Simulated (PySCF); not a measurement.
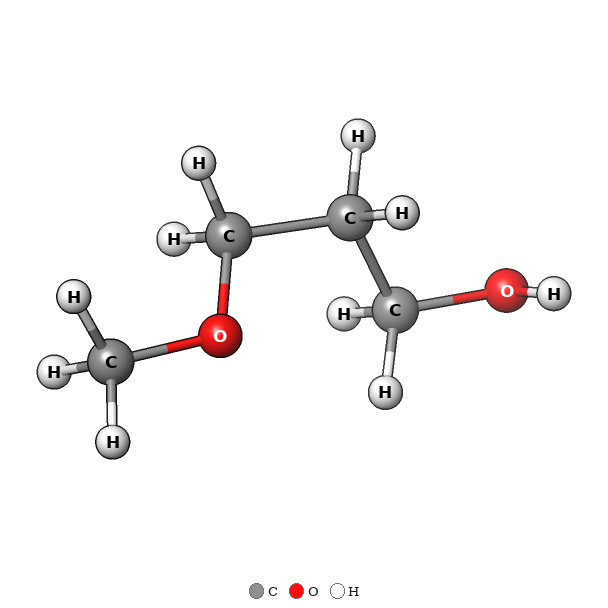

The computed structure is the end point of a PBE0-D3(BJ)/def2-SVP optimisation. No frequency run is at hand to confirm it as a minimum.

Description:

It has 16 atoms: 4 carbon, 10 hydrogen and 2 oxygen (C4H10O2). As SMILES it reads `COCCCO`. It has no ring. Among its groups: alcohol, ether. The point group is C1. Coordination: 4 C tetrahedral; 2 O bent.

More results for the same structure follow; atom numbers are the same in all pictures, views and colours differ.

### NMR shielding

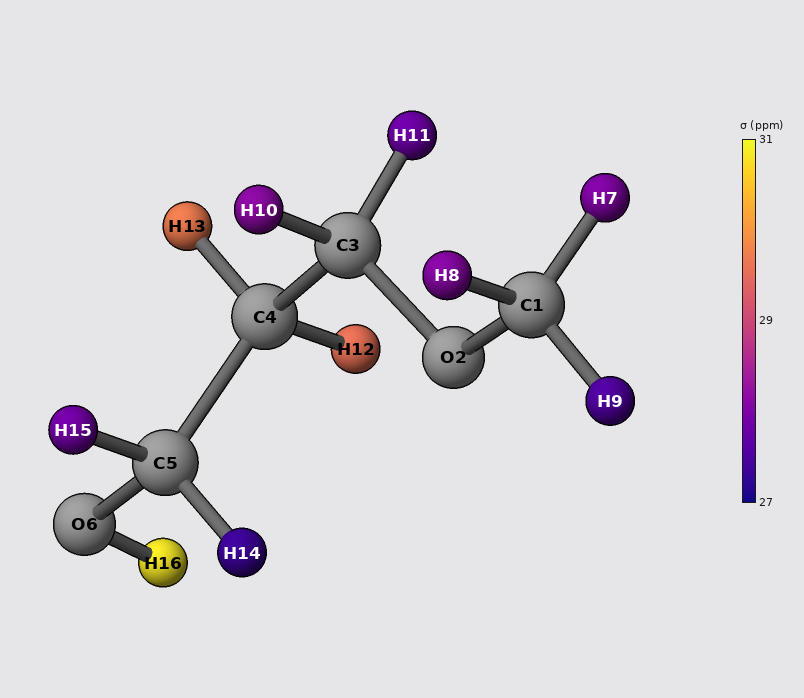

Atoms are coloured by their isotropic NMR shieldings (H only, the others grey). No frequency run is at hand to confirm it as a minimum. Properties computed with GIAO PBE0/pcSseg-1 NMR shielding, non-relativistic, IEF-PCM acetone (PySCF 2.14.0).

> Which H atom is the most shielded (lowest chemical shift)?

H16 (30.84 ppm).

> Which H atom is the least shielded (highest chemical shift)?

H14 (27.38 ppm).

> How wide is the range of H shifts?

3.46 ppm.

Give the isotropic NMR shieldings of the H atoms atom by atom.

```json
{"atom": "H7", "σ (ppm)": "28.05"}
{"atom": "H8", "σ (ppm)": "28.11"}
{"atom": "H9", "σ (ppm)": "27.57"}
{"atom": "H10", "σ (ppm)": "28.16"}
{"atom": "H11", "σ (ppm)": "27.86"}
{"atom": "H12", "σ (ppm)": "29.58"}
{"atom": "H13", "σ (ppm)": "29.71"}
{"atom": "H14", "σ (ppm)": "27.38"}
{"atom": "H15", "σ (ppm)": "27.91"}
{"atom": "H16", "σ (ppm)": "30.84"}
```

### Excitation

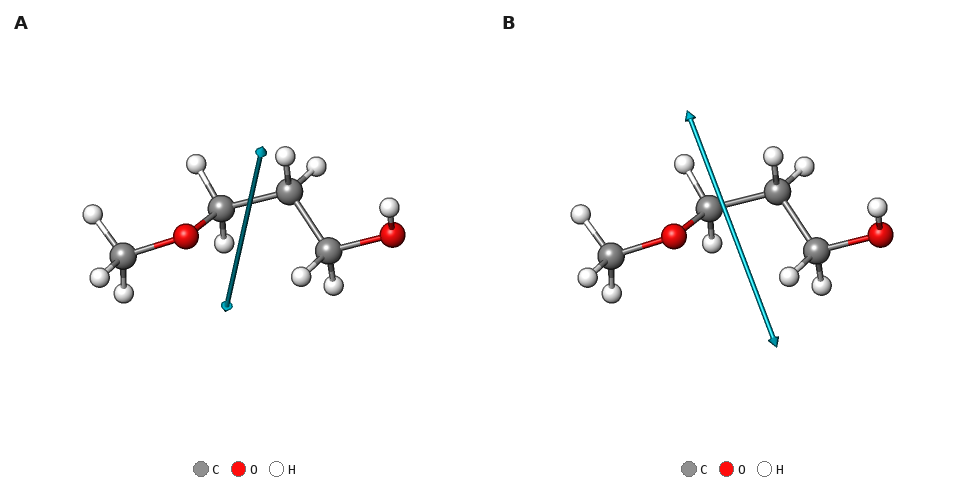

The double arrows show the directions of two transition dipoles from the ground state (lengths mean nothing). No frequency run is at hand to confirm it as a minimum. Method: TDDFT CAM-B3LYP/def2-SVPD, vertical, IEF-PCM acetone (non-equilibrium linear response), core orbitals frozen in the response (PySCF 2.14.0).

> One belongs to singlet state 2 and one to singlet state 4. Which is which?

A: state 4, 8.17 eV (152 nm), oscillator strength 0.039, of mixed character, with the largest part HOMO → LUMO+4 (weight 0.32).
B: state 2, 7.30 eV (170 nm), oscillator strength 0.030, of mixed character, with the largest part HOMO−1 → LUMO (weight 0.41).

### Quadrupole coupling

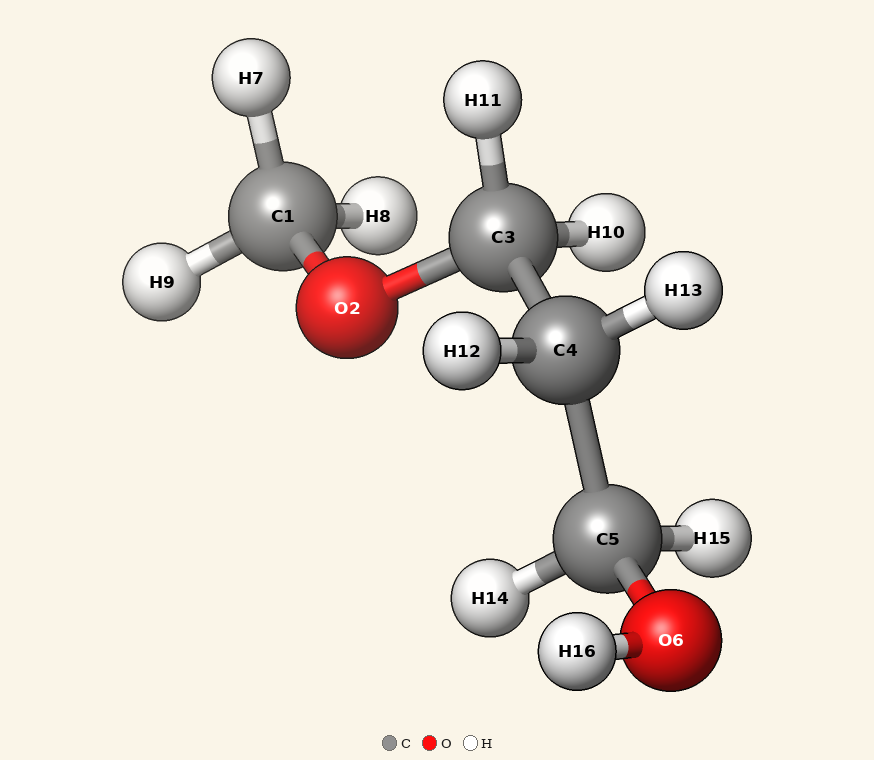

No frequency run is at hand to confirm it as a minimum. Electric field gradients from the ground-state density, PBE0/pcSseg-1 in acetone (IEF-PCM) (PySCF 2.14.0), non-relativistic apart from any core potentials.

Give the largest field-gradient component, the quadrupole coupling constant and the asymmetry for 17O at O2 (Q = −25.6 mb), 17O at O6 (Q = −25.6 mb).

| atom | V_zz (a.u.) | e²qQ/h (MHz) | η |
| --- | --- | --- | --- |
| O2 | −1.979 | 11.91 | 0.99 |
| O6 | −1.916 | 11.52 | 0.91 |

### Charges

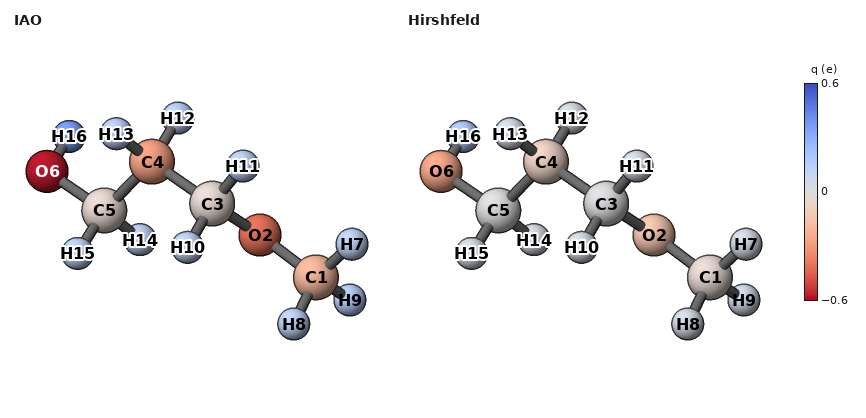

Atomic charges of one calculation by 2 schemes, on one colour scale. No frequency run is at hand to confirm it as a minimum. Computed with PBE0/pcSseg-1 in acetone (IEF-PCM) (PySCF 2.14.0).

> Which scheme gives the most polar picture (largest mean size of the charges)?

The IAO charges are the largest in size here.

> On which atom do the schemes disagree most?

On O6 (from −0.57 to −0.25 e).

List the charges (e), one line for each set of equivalent atoms.

```json
{"atom": "C1", "IAO": "−0.20", "Hirshfeld": "−0.04"}
{"atom": "O2", "IAO": "−0.41", "Hirshfeld": "−0.15"}
{"atom": "C3", "IAO": "−0.04", "Hirshfeld": "0.01"}
{"atom": "C4", "IAO": "−0.27", "Hirshfeld": "−0.08"}
{"atom": "C5", "IAO": "−0.04", "Hirshfeld": "0.00"}
{"atom": "O6", "IAO": "−0.57", "Hirshfeld": "−0.25"}
{"atom": "H7", "IAO": "0.12", "Hirshfeld": "0.04"}
{"atom": "H8", "IAO": "0.12", "Hirshfeld": "0.04"}
{"atom": "H9", "IAO": "0.16", "Hirshfeld": "0.05"}
{"atom": "H10", "IAO": "0.11", "Hirshfeld": "0.04"}
{"atom": "H11", "IAO": "0.12", "Hirshfeld": "0.04"}
{"atom": "H12", "IAO": "0.13", "Hirshfeld": "0.04"}
{"atom": "H13", "IAO": "0.14", "Hirshfeld": "0.04"}
{"atom": "H14", "IAO": "0.12", "Hirshfeld": "0.03"}
{"atom": "H15", "IAO": "0.14", "Hirshfeld": "0.04"}
{"atom": "H16", "IAO": "0.37", "Hirshfeld": "0.18"}
```
